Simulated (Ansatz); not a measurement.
A series of calculations on GeSiH$_{7}$OCl

### Relaxation

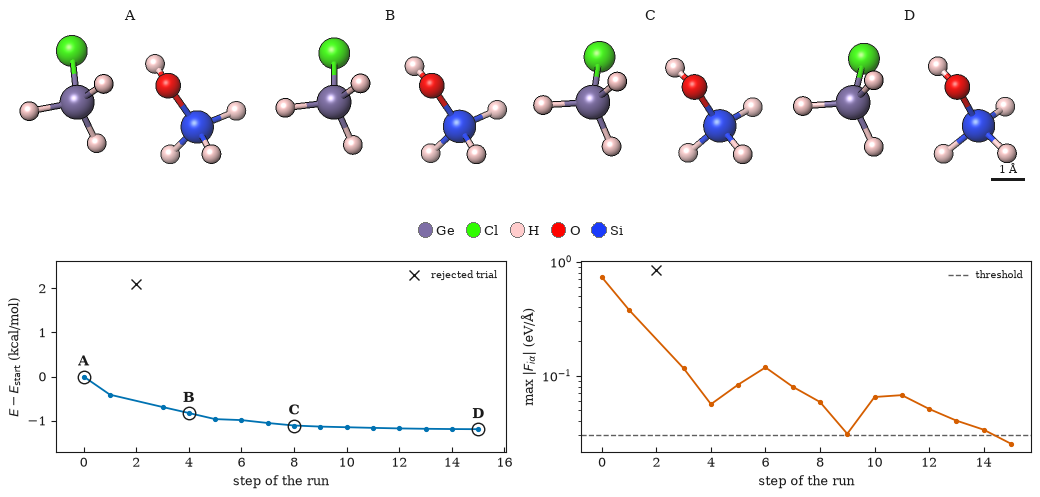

Frames of a relaxation of GeSiH7OCl, marked on the history of the run. The picture is a ball-and-stick view, seen at a tilt.

The run prepares an end point of a later path (reaction) calculation, from a guessed geometry.

The calculation used RKS B3LYP-D4/def2-SVP (Ansatz). Set-up: no spin polarisation; force threshold 0.03 eV/Å; at most 50 steps.

### What happens along the run?

The largest move after the best rigid fit is that of an H atom, 0.59 Å. Largest moves by element: H 0.59 Å, Cl 0.48 Å, O 0.40 Å, Ge 0.13 Å, Si 0.07 Å. Near-neighbour distances that change, for instance: H–O 0.984 → 0.970 Å, Cl–Ge 2.216 → 2.206 Å, Ge–H 1.537 → 1.533 Å. Bond angles that change, for instance: Si–O–H 118.7° → 115.6°. Over 14 accepted moves (15 points after the start) the energy falls by 1.19 kcal/mol. Largest force component: 0.73 eV/Å at the start, 0.025 eV/Å at the end. The line search rejected the trial step at point 2 of the run. From step 0 to 4: H atoms move most (0.18 Å), energy −0.83 kcal/mol. From step 4 to 8: an H atom moves most (0.24 Å), energy −0.28 kcal/mol. From step 8 to 15: an H atom moves most (0.27 Å), energy −0.08 kcal/mol.

Limits of the set-up: the start holds two separate molecules, 2.6 Å apart at their closest, whose relative position is a soft coordinate.

### Relaxation

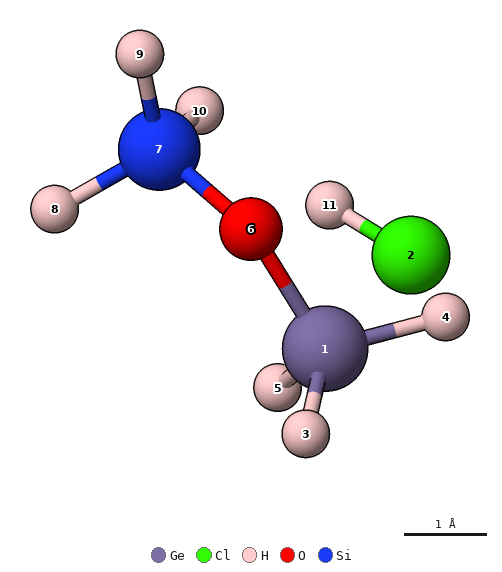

This is the input geometry for a relaxation of GeSiH$_{7}$OCl. A ball-and-stick model, seen from a free direction.

The run prepares an end point of a later path (reaction) calculation, from a guessed geometry.

Theory: RKS B3LYP-D4/def2-SVP in Ansatz.

The input:
```yaml
crystal:
  periodic: [false, false, false]
  atoms:
    - { symbol: Ge, position_ang: [-0.258468, -0.096863, -0.433358] }
    - { symbol: Cl, position_ang: [-0.055002, 0.894825, 2.840378] }
    - { symbol: H, position_ang: [0.882986, -0.818039, 0.29409] }
    - { symbol: H, position_ang: [-0.101383, 1.430731, -0.436422] }
    - { symbol: H, position_ang: [-0.418509, -0.633353, -1.875809] }
    - { symbol: O, position_ang: [-1.771702, -0.491925, 0.427337] }
    - { symbol: Si, position_ang: [-3.257977, -1.105255, -0.009591] }
    - { symbol: H, position_ang: [-3.137905, -2.525967, -0.45204] }
    - { symbol: H, position_ang: [-4.143392, -1.033625, 1.18515] }
    - { symbol: H, position_ang: [-3.861498, -0.312709, -1.12295] }
    - { symbol: H, position_ang: [-1.141948, 0.25938, 2.399917] }
basis:
  gaussian: { orbitals: def2-SVP }
hamiltonian:
  xc: b3lyp
  dispersion: d4
relax:
  f_tol: 0.03
  max_steps: 50
```

Run as
```bash
ansatz run input.yaml --threads 4 --pin off --max-ram 5120MiB --backend cpu --events-out ev --progress --plain --runs-dir out
```

Predict the outcome.

Over 6 accepted moves (7 points after the start) the energy falls by 2.67 kcal/mol. The largest force component goes from 0.86 to 0.022 eV/Å. The line search rejected the trial step at point 5 of the run. Cl2 moves most after the best rigid fit: 0.58 Å. By element the largest moves are Cl 0.58 Å, H 0.35 Å, Si 0.14 Å, O 0.12 Å, Ge 0.12 Å. Some distances before and after: Ge1–Cl2 3.427 → 3.706 Å, Ge1–O6 1.785 → 1.814 Å, Cl2–H11 1.334 → 1.315 Å, O6–Si7 1.666 → 1.675 Å. Among the angles between lasting bonds that change: Ge1–O6–Si7 135.3° → 133.1°.

Step by step:

```json
{"step": "0", "E − E(0), kcal/mol": "0.00", "largest force component, eV/Å": "0.8626", "note": ""}
{"step": "1", "E − E(0), kcal/mol": "-0.51", "largest force component, eV/Å": "1.0315", "note": ""}
{"step": "2", "E − E(0), kcal/mol": "-1.69", "largest force component, eV/Å": "0.5410", "note": ""}
{"step": "3", "E − E(0), kcal/mol": "-2.41", "largest force component, eV/Å": "0.2383", "note": ""}
{"step": "4", "E − E(0), kcal/mol": "-2.61", "largest force component, eV/Å": "0.1404", "note": ""}
{"step": "5", "E − E(0), kcal/mol": "-2.61", "largest force component, eV/Å": "0.2878", "note": "rejected"}
{"step": "6", "E − E(0), kcal/mol": "-2.66", "largest force component, eV/Å": "0.0201", "note": ""}
{"step": "7", "E − E(0), kcal/mol": "-2.67", "largest force component, eV/Å": "0.0223", "note": ""}
```

The structure at the end:

```xyz
11

Ge   -0.1916   -0.1034   -0.5275
Cl   -0.5707    0.7554    3.0580
H     0.9684   -0.8329    0.1617
H    -0.0085    1.4203   -0.5530
H    -0.4676   -0.6671   -1.9366
O    -1.6717   -0.4391    0.4654
Si   -3.1855   -1.0536    0.0940
H    -3.0811   -2.4748   -0.3475
H    -4.0094   -0.9644    1.3286
H    -3.8183   -0.2590   -0.9993
H    -1.2288    0.1859    2.0727
```

After the run, drawn alike:

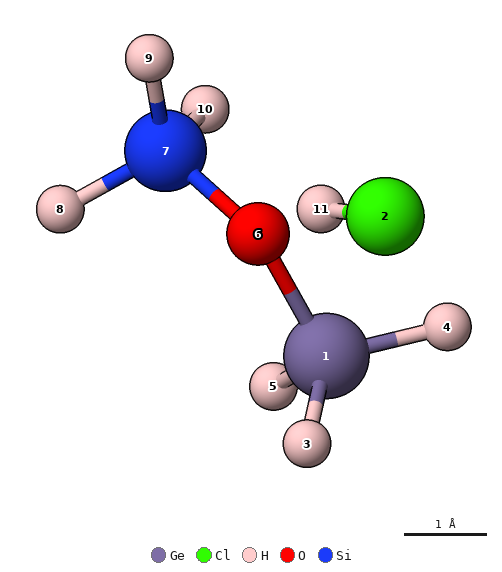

Limits of the set-up: the start holds two separate molecules, 2.2 Å apart at their closest, whose relative position is a soft coordinate.

### Path

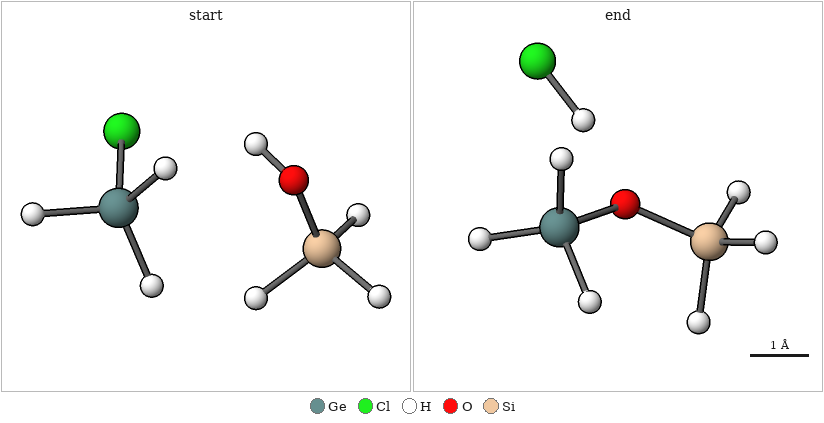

The two relaxed end points of a path for GeSiH7OCl, made up at the start of GeH3Cl and SiH$_{4}$O. The picture is a ball-and-stick view, seen at a tilt.

These are results of RKS B3LYP-D4/def2-SVP in Ansatz 0.2.0, not measurements.

Settings: 7 movable images; climbing image; force threshold 0.05 eV/Å; iteration limit 60.

Start:
```xyz
11

Ge    0.5316    0.0801   -0.0473
Cl    0.0080   -0.4315    2.0341
H     2.0534   -0.1248   -0.1395
H     0.1380    1.5459   -0.2594
H    -0.2265   -0.8939   -0.9561
O    -2.6782    0.3674    0.5621
Si   -3.5399   -1.0120    0.1699
H    -2.6350   -2.1715   -0.1014
H    -4.4838   -1.4080    1.2587
H    -4.3075   -0.6884   -1.0609
H    -2.1249    0.3038    1.3566
```

End:
```xyz
11

Ge   -0.1955    0.0114   -0.4806
Cl   -0.6980    0.6776    3.1307
H     0.9906   -0.6821    0.2015
H    -0.1009    1.5426   -0.4321
H    -0.4090   -0.5003   -1.9200
O    -1.6737   -0.4546    0.4611
Si   -3.1412   -1.1366    0.0267
H    -2.9452   -2.5272   -0.4767
H    -3.9942   -1.1529    1.2445
H    -3.7964   -0.3290   -1.0436
H    -1.3013    0.1183    2.1052
```

Q: Predict the minimum-energy path and its barrier.

A: Forward barrier 97.5 kJ/mol, backward barrier 69.8 kJ/mol, with image 4 at the top; the reaction energy is +27.7 kJ/mol. Breaking: Ge1–Cl2 (2.21 → 2.60 at the top → 3.71 Å), O6–H11 (0.97 → 1.03 at the top → 1.78 Å). Forming: Cl2–H11 (2.36 → 1.87 at the top → 1.31 Å), Ge1–O6 (3.28 → 2.03 at the top → 1.81 Å). The band converged in 21 iterations. The largest component of the band force went from 4.2 to 0.039 eV/Å. The climbing image converged on the top of the path. Its vibrational analysis gives one imaginary mode (140i cm⁻¹), as a transition state must have.

Energies of the converged images:

```
image  path (Å)  E (kJ/mol)
    0      0.00         0.0
    1      0.89         2.7
    2      1.78        20.2
    3      2.66        70.9
    4      3.55        97.5
    5      4.02        79.6
    6      4.48        37.6
    7      4.95        27.8
    8      5.41        27.7
```

The geometry at the top of the path:

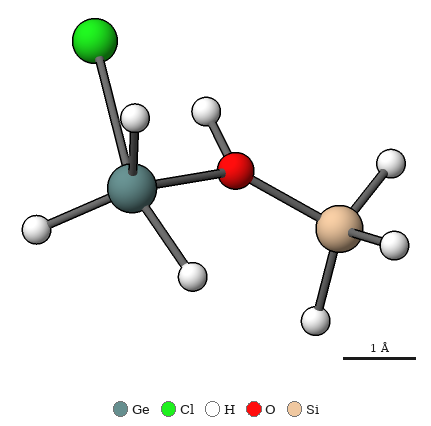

Limits of the set-up: the start holds two separate molecules, 2.4 Å apart at their closest, whose relative position is a soft coordinate.

Cost: 4.5 min on 4 threads of Arm Neoverse V2, with other jobs on the host, peak memory 0.31 GiB.
